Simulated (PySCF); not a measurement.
# Excited-state calculation of CH$_{5}$B$_{2}$FOS

The run: excited-state calculation of CH$_{5}$B$_{2}$FOS, SMILES BOBSCF. Method and program: TDDFT wB97X-D/def2-SVPD, vertical, gas phase, core orbitals frozen in the response (PySCF 2.14.0).

The geometry comes from this level: PBE0-D3(BJ)/def2-SVP.

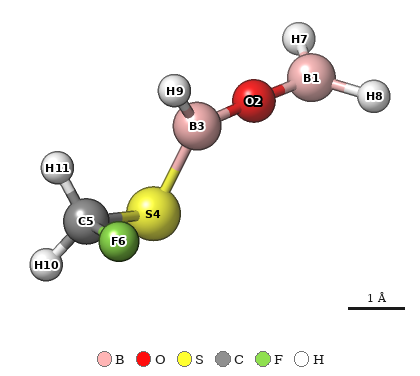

Fig. 1: The structure (ball-and-stick view, seen at a tilt; atoms are numbered from 1 in the order of the input).

Key numbers:

| quantity | value |
| --- | --- |
| outcome | converged |
| total energy | −663.768515 hartree |
| HOMO | −9.69 eV |
| LUMO | 0.95 eV |
| dipole moment | 1.48 D |
| mean polarisability | 69.46 a.u. |
| vertical ionisation energy | 10.02 eV |
| lowest singlet excitation | 5.97 eV |
| hardware | 1 CPU thread, shared host |
| wall time | 74 s |
| peak memory | 0.84 GiB |

The input:
```
{"job": {"kind": "uv", "xc": "wB97X-D", "basis": "def2-SVPD", "ip": true}, "charge": 0, "multiplicity": 1}
B      2.916890     0.020510     0.384196
O      1.595283     0.202902     0.321952
B      0.269074     0.353061     0.276593
S     -0.774672    -1.102293     0.028331
C     -2.412518    -0.329876     0.143782
F     -2.746028    -0.024521     1.423824
H      3.557069     0.073683    -0.641319
H      3.423146    -0.189727     1.462824
H     -0.229608     1.447578     0.383506
H     -3.128296    -1.063579    -0.258703
H     -2.432209     0.586868    -0.464845
```

The first line tells a small driver script what to run in PySCF; the rest is the geometry in Å.

Launch command:
```bash
OMP_NUM_THREADS=1 python <driver script> task.json out
```

Output:
```
coarse grid: 10160 points
cycle   1  E = -663.5696455464  dE =  6.859e-01  |g| = 7.566e-01  |ddm| = 4.207e+00
cycle   2  E = -663.5365078092  dE =  3.314e-02  |g| = 9.309e-01  |ddm| = 1.461e+00
cycle   3  E = -663.6885422633  dE = -1.520e-01  |g| = 6.183e-02  |ddm| = 7.515e-01
cycle   4  E = -663.6893490939  dE = -8.068e-04  |g| = 3.595e-02  |ddm| = 1.489e-01
cycle   5  E = -663.6896693389  dE = -3.202e-04  |g| = 7.212e-03  |ddm| = 5.228e-02
cycle   6  E = -663.6896814484  dE = -1.211e-05  |g| = 3.087e-03  |ddm| = 1.509e-02
cycle   7  E = -663.6896835993  dE = -2.151e-06  |g| = 6.068e-04  |ddm| = 5.507e-03
final grid: 95048 points
cycle   8  E = -663.7685064697  dE = -8.874e-05  |g| = 6.786e-03  |ddm| = 1.174e-01
cycle   9  E = -663.7685068699  dE = -4.002e-07  |g| = 7.380e-03  |ddm| = 2.015e-02
cycle  10  E = -663.7685151070  dE = -8.237e-06  |g| = 4.901e-04  |ddm| = 4.628e-03
cycle  11  E = -663.7685151928  dE = -8.587e-08  |g| = 2.073e-04  |ddm| = 1.774e-03
cycle  12  E = -663.7685152076  dE = -1.473e-08  |g| = 6.596e-05  |ddm| = 5.651e-04
cycle  13  E = -663.7685152089  dE = -1.356e-09  |g| = 2.778e-05  |ddm| = 1.298e-04
cycle  14  E = -663.7685152092  dE = -2.788e-10  |g| = 9.347e-06  |ddm| = 5.133e-05
```

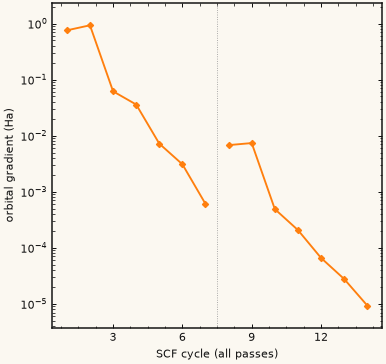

Fig. 2: Convergence of the self-consistent field: orbital gradient against the SCF cycle. The dotted line marks the change from a coarse to the final integration grid. The first 7 cycles use a coarse grid, the final grid takes over at cycle 8, and the field converges after 14 cycles in all.

```
converged SCF energy = -663.7685152092

Static polarisability (au): isotropic 69.457, principal 54.838 59.497 94.037

Singlet excitations
state   eV       nm        f      main configurations
  1   5.9700    207.7   0.00024   H->L 0.49, H-2->L 0.46
  2   6.4336    192.7   0.17352   H->L+1 0.84
  3   6.7001    185.0   0.03097   H-1->L+1 0.62, H->L+3 0.09
  4   6.7930    182.5   0.00205   H->L+3 0.31, H-1->L+1 0.23, H->L+2 0.22
  5   7.4662    166.1   0.00112   H->L 0.46, H-2->L 0.41
  6   7.6751    161.5   0.09557   H->L+2 0.41, H->L+3 0.39
  7   7.8270    158.4   0.29004   H-1->L 0.83
  8   8.0343    154.3   0.14321   H-1->L+3 0.31, H-2->L+1 0.27, H-1->L+2 0.21
  9   8.2188    150.9   0.01903   H-3->L+1 0.59, H-2->L+1 0.21
 10   8.2626    150.1   0.01338   H->L+4 0.36, H-2->L+1 0.21, H-3->L+1 0.13

Triplet excitations (Tamm-Dancoff, eV): 5.5176 5.5448 6.2315 6.3591
Vertical ionisation energy (delta-SCF) = 10.0228 eV
```

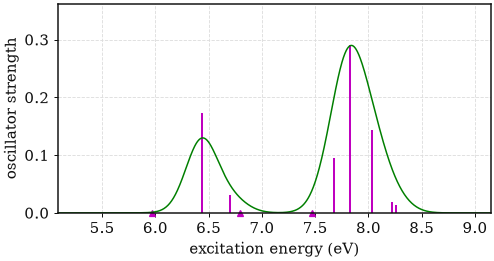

Fig. 3: Computed excitations as sticks (degenerate states added up, dark ones marked on the axis), with a Gaussian envelope of 0.35 eV full width at half maximum, scaled to the tallest. Of the 10 states the lowest lies at 5.97 eV (f = 0.000); the strongest line is at 7.83 eV, or 158 nm (f = 0.290).

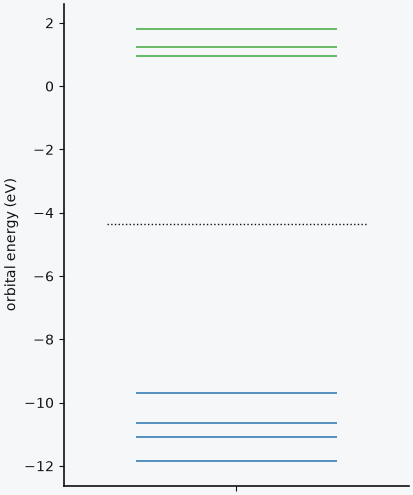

Fig. 4: Orbital energies near the frontier; the dotted line parts filled from empty levels, and levels within 0.02 eV of each other stand side by side. Highest filled −9.69 eV, lowest empty 0.95 eV, 10.64 eV apart.
